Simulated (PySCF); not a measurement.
# C7H8: NMR shifts at several levels of theory, part 1 of 2

How much do the NMR shifts of C7H8 (`Cc1ccccc1`) depend on the level of theory, and what does each level cost?

Programs: PySCF 2.14.0, with density-fitted response routines of our own. Each step states its level of theory. These are calculated values for one molecule in the gas phase, unless marked as measured. Atoms are numbered from 0 throughout.

## (1) Starting geometry

15 atoms, charge 0, multiplicity 1; geometry from: GFN2-xTB.

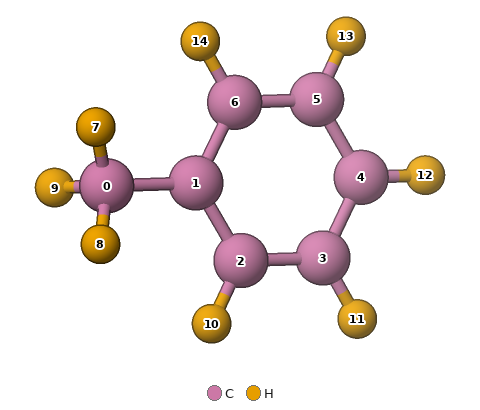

As it starts; carbon pink, hydrogen amber, atoms numbered; sticks join atoms by distance.

## (2) Geometry optimisation at PBE0-D3(BJ)/def2-SVP

The job: settings as JSON, then the geometry in Å.

```
{"job": {"xc": "PBE0", "basis": "def2-SVP", "d3": "d3bj", "grid": 1, "kind": "geom"}, "charge": 0, "multiplicity": 1}
C     -2.436750    -0.109060     0.001440
C     -0.939360    -0.041840     0.007500
C     -0.177610    -1.189760     0.182430
C      1.204460    -1.129930     0.177420
C      1.846330     0.083020    -0.003710
C      1.097470     1.233100    -0.184290
C     -0.284430     1.169410    -0.178690
H     -2.868520     0.821770     0.359510
H     -2.789350    -0.926900     0.627180
H     -2.799620    -0.266460    -1.015020
H     -0.673590    -2.139290     0.327020
H      1.782390    -2.031990     0.318550
H      2.925190     0.132660    -0.001500
H      1.591530     2.183500    -0.326720
H     -0.864220     2.071130    -0.317470
```

Output:

```text
step   0  E = -271.05402914  max force = 0.009846
step   1  E = -271.05552111  max force = 0.003359
step   2  E = -271.05549523  max force = 0.003500
step   3  E = -271.05557731  max force = 0.001166
step   4  E = -271.05556426  max force = 0.001596
step   5  E = -271.05558253  max force = 0.000526
step   6  E = -271.05558469  max force = 0.000081
optimisation converged
```

Wall time 25 s (8 threads of AMD EPYC 7R43 (Zen 3), shared host).

The steps of the relaxation:

```
step  energy from step 0 (eV)  largest force component (eV/Å)
   0                   0.0000                          0.5063
   1                  -0.0406                          0.1727
   2                  -0.0399                          0.1800
   3                  -0.0421                          0.0600
   4                  -0.0418                          0.0821
   5                  -0.0423                          0.0270
   6                  -0.0423                          0.0042
```

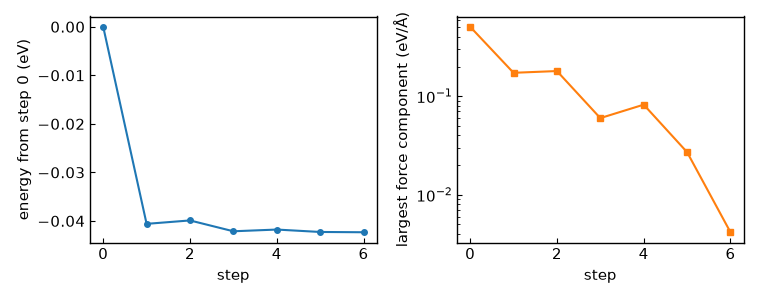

Energy and force, step by step.

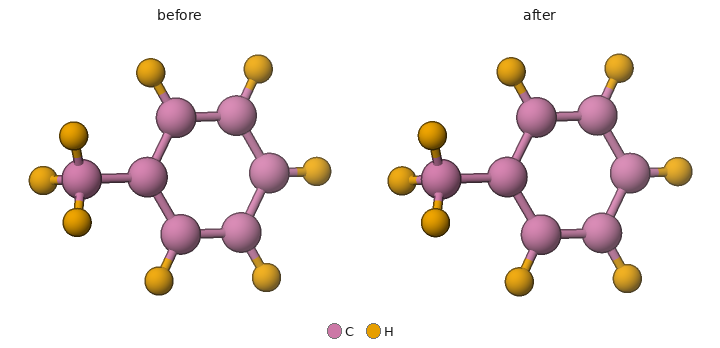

Before and after, at one scale.

Distances of close pairs at the start and the end, largest changes first:

```
  bond  before (Å)  after (Å)  change (Å)
 C0–H7       1.087      1.100      +0.013
C6–H14       1.081      1.094      +0.013
C2–H10       1.081      1.094      +0.013
C4–H12       1.080      1.093      +0.013
C3–H11       1.081      1.093      +0.012
 C0–H9       1.091      1.103      +0.012
C5–H13       1.081      1.093      +0.012
 C1–C2       1.389      1.400      +0.011
```

The next job starts from the end point, and lists it.

```
                         at the end point                value
  point group (found at 0.08 Å tolerance)                   Cs
rotational constants (GHz, main isotopes)  5.541, 2.520, 1.751
                        dipole moment (D)                 0.41
```

## (3) NMR shieldings: PBE0/pcSseg-2

The job: settings as JSON, then the geometry in Å.

```
{"job": {"kind": "nmr", "xc": "PBE0", "basis": "pcSseg-2", "pop": false}, "charge": 0, "multiplicity": 1}
C     -2.448289    -0.107666    -0.006713
C     -0.948406    -0.038702     0.013512
C     -0.176898    -1.193020     0.193503
C      1.215414    -1.136793     0.181868
C      1.865686     0.081224    -0.008787
C      1.110904     1.239641    -0.185671
C     -0.281123     1.177904    -0.173130
H     -2.900431     0.827030     0.355767
H     -2.822782    -0.933378     0.615663
H     -2.821306    -0.275287    -1.031176
H     -0.677798    -2.153162     0.347441
H      1.796500    -2.051137     0.326191
H      2.957226     0.128163    -0.015498
H      1.609646     2.201244    -0.330786
H     -0.864424     2.093300    -0.308534
```

Method: GIAO PBE0/pcSseg-2 NMR shielding, non-relativistic, gas phase.

Output:

```text
coarse grid: 12568 points
cycle   1  E = -271.2813027338  dE =  9.659e-01  |g| = 3.948e-01  |ddm| = 2.692e+00
cycle   2  E = -271.2771274329  dE =  4.175e-03  |g| = 4.231e-01  |ddm| = 7.597e-01
cycle   3  E = -271.3251078944  dE = -4.798e-02  |g| = 3.036e-02  |ddm| = 3.545e-01
cycle   4  E = -271.3252410670  dE = -1.332e-04  |g| = 1.805e-02  |ddm| = 2.887e-02
cycle   5  E = -271.3253124365  dE = -7.137e-05  |g| = 3.414e-03  |ddm| = 1.328e-02
cycle   6  E = -271.3253150513  dE = -2.615e-06  |g| = 5.552e-04  |ddm| = 3.115e-03
final grid: 121432 points
cycle   7  E = -271.3276900634  dE = -1.063e-04  |g| = 7.437e-03  |ddm| = 8.235e-02
cycle   8  E = -271.3276878179  dE =  2.245e-06  |g| = 8.042e-03  |ddm| = 1.340e-02
cycle   9  E = -271.3277049492  dE = -1.713e-05  |g| = 5.285e-04  |ddm| = 6.590e-03
cycle  10  E = -271.3277049863  dE = -3.707e-08  |g| = 3.126e-04  |ddm| = 5.838e-04
cycle  11  E = -271.3277050090  dE = -2.269e-08  |g| = 1.175e-04  |ddm| = 2.960e-04
cycle  12  E = -271.3277050126  dE = -3.596e-09  |g| = 3.289e-05  |ddm| = 9.853e-05
cycle  13  E = -271.3277050128  dE = -2.588e-10  |g| = 2.308e-06  |ddm| = 2.389e-05
converged SCF energy = -271.3277050128

GIAO shielding tensors (ppm)
atom      isotropic    diamagn.    paramagn.     s11        s22        s33       span
  0 C      160.167     238.996     -78.829    137.538    155.859    187.106     49.568
  1 C       35.134     254.082    -218.948    -73.733      5.077    174.058    247.792
  2 C       45.366     255.676    -210.311    -64.269     40.001    160.365    224.634
  3 C       46.112     253.514    -207.402    -69.116     34.830    172.622    241.738
  4 C       49.408     253.307    -203.899    -63.750     36.443    175.531    239.280
  5 C       46.126     253.516    -207.390    -69.086     34.823    172.643    241.729
  6 C       45.357     255.675    -210.318    -64.330     39.880    160.523    224.853
  7 H       28.929      28.552       0.378     24.078     28.546     34.164     10.086
  8 H       28.939      28.566       0.374     24.083     28.568     34.167     10.083
  9 H       28.601      28.093       0.507     25.422     26.044     34.337      8.916
 10 H       23.810      33.131      -9.321     20.452     22.480     28.497      8.045
 11 H       23.744      30.797      -7.053     20.570     23.538     27.126      6.556
 12 H       23.859      30.157      -6.298     20.792     23.824     26.962      6.171
 13 H       23.745      30.794      -7.048     20.567     23.541     27.127      6.560
 14 H       23.806      33.115      -9.309     20.449     22.469     28.500      8.051
```

Wall time 40 s (8 threads of AMD EPYC 7R43 (Zen 3), shared host).

The references, computed at this level on geometries of the same kind, shield at (ppm): 1H TMS 31.25, 13C TMS 184.1. Their shielding less the atom's gives the shift. The references are single molecules in the gas phase. Atoms listed in one row are averaged.

```
     atoms                                      environment  σ (ppm)  δ (ppm)
        C1                      substituted aromatic carbon     35.1    149.0
    C2, C6                                      aromatic CH     45.4    138.8
    C3, C5                                      aromatic CH     46.1    138.0
        C4                                      aromatic CH     49.4    134.7
        C0                methyl carbon on an aromatic ring    160.2     24.0
  H11, H13                       hydrogen on an aromatic CH    23.74     7.50
  H10, H14                       hydrogen on an aromatic CH    23.81     7.44
       H12                       hydrogen on an aromatic CH    23.86     7.39
H7, H8, H9  hydrogen on a methyl carbon on an aromatic ring    28.82     2.42
```

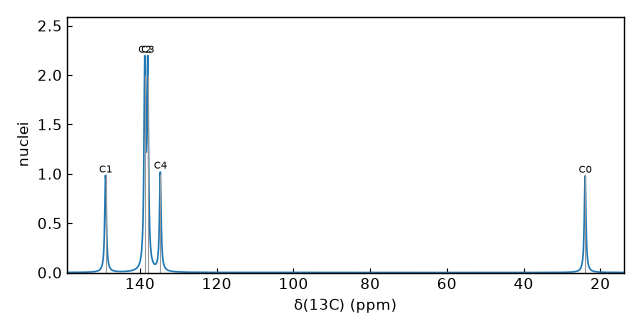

13C lines at the computed shifts, without couplings. Lines are broadened to a width of 0.50 ppm (Lorentzian).

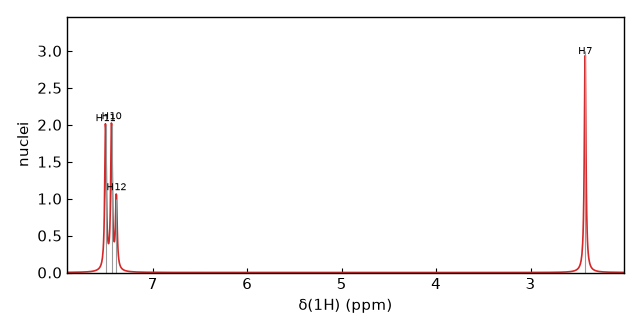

1H lines at the computed shifts, without couplings. Lines are broadened to a width of 0.02 ppm (Lorentzian).

Ring of atoms C1, C2, C3, C4, C5, C6: NICS(0) -8.2, NICS(1) -9.9, NICS(1)zz -28.7 ppm (means of both faces).

## (4) Nuclear shieldings: PBE/pcSseg-2

Settings changed since step 3:

```diff
@@ -1,2 +1,2 @@
-{"job": {"kind": "nmr", "xc": "PBE0", "basis": "pcSseg-2", "pop": false}, "charge": 0, "multiplicity": 1}
+{"job": {"kind": "nmr", "xc": "PBE", "basis": "pcSseg-2", "pop": false}, "charge": 0, "multiplicity": 1}
 C     -2.448289    -0.107666    -0.006713
```

With the program's defaults for keys left out, this is: GIAO PBE/pcSseg-2 NMR shielding, non-relativistic, gas phase.

Output:

```text
coarse grid: 12568 points
cycle   1  E = -271.1934819755  dE =  7.160e-01  |g| = 5.928e-01  |ddm| = 2.720e+00
cycle   2  E = -271.0697801714  dE =  1.237e-01  |g| = 8.929e-01  |ddm| = 1.258e+00
cycle   3  E = -271.2920502861  dE = -2.223e-01  |g| = 6.840e-02  |ddm| = 8.112e-01
cycle   4  E = -271.2928630839  dE = -8.128e-04  |g| = 3.690e-02  |ddm| = 9.076e-02
cycle   5  E = -271.2931199900  dE = -2.569e-04  |g| = 1.617e-02  |ddm| = 3.139e-02
cycle   6  E = -271.2931721734  dE = -5.218e-05  |g| = 8.174e-03  |ddm| = 1.558e-02
cycle   7  E = -271.2931914616  dE = -1.929e-05  |g| = 7.208e-04  |ddm| = 6.229e-03
cycle   8  E = -271.2931915664  dE = -1.048e-07  |g| = 4.233e-04  |ddm| = 8.633e-04
final grid: 121432 points
cycle   9  E = -271.3000693939  dE = -1.614e-04  |g| = 1.290e-02  |ddm| = 1.152e-01
cycle  10  E = -271.3000164829  dE =  5.291e-05  |g| = 1.882e-02  |ddm| = 2.647e-02
cycle  11  E = -271.3001132068  dE = -9.672e-05  |g| = 1.557e-03  |ddm| = 1.527e-02
cycle  12  E = -271.3001135467  dE = -3.399e-07  |g| = 9.942e-04  |ddm| = 1.787e-03
cycle  13  E = -271.3001138071  dE = -2.604e-07  |g| = 2.276e-04  |ddm| = 7.826e-04
cycle  14  E = -271.3001138191  dE = -1.200e-08  |g| = 9.623e-05  |ddm| = 2.114e-04
cycle  15  E = -271.3001138214  dE = -2.320e-09  |g| = 2.009e-05  |ddm| = 7.825e-05
cycle  16  E = -271.3001138215  dE = -8.993e-11  |g| = 6.064e-06  |ddm| = 1.669e-05
converged SCF energy = -271.3001138215

GIAO shielding tensors (ppm)
atom      isotropic    diamagn.    paramagn.     s11        s22        s33       span
  0 C      154.609     239.181     -84.572    130.476    149.866    183.485     53.009
  1 C       32.138     254.619    -222.481    -72.328      1.380    167.361    239.690
  2 C       42.503     255.796    -213.293    -63.473     37.766    153.215    216.687
  3 C       43.531     253.506    -209.975    -68.060     32.878    165.775    233.835
  4 C       46.653     253.646    -206.993    -63.198     34.208    168.950    232.149
  5 C       43.545     253.508    -209.963    -68.034     32.870    165.797    233.831
  6 C       42.498     255.794    -213.296    -63.529     37.644    153.380    216.909
  7 H       28.884      28.704       0.181     24.295     28.574     33.783      9.488
  8 H       28.895      28.715       0.180     24.304     28.597     33.785      9.482
  9 H       28.506      28.257       0.249     25.414     26.101     34.003      8.589
 10 H       23.831      33.009      -9.179     20.767     22.312     28.413      7.645
 11 H       23.769      30.725      -6.956     20.835     23.390     27.082      6.247
 12 H       23.878      30.200      -6.323     21.076     23.641     26.915      5.839
 13 H       23.770      30.721      -6.952     20.832     23.393     27.083      6.251
 14 H       23.827      32.996      -9.169     20.764     22.302     28.415      7.651
```

Run time: 31 s. Hardware: 8 threads of AMD EPYC 7R43 (Zen 3), shared host.

This run: δ C1 147.3, C2 136.9, C3 135.9, C4 132.7, H11 7.41, H10 7.35 ppm (means over like atoms).

(Continued in part 2 of 2.)
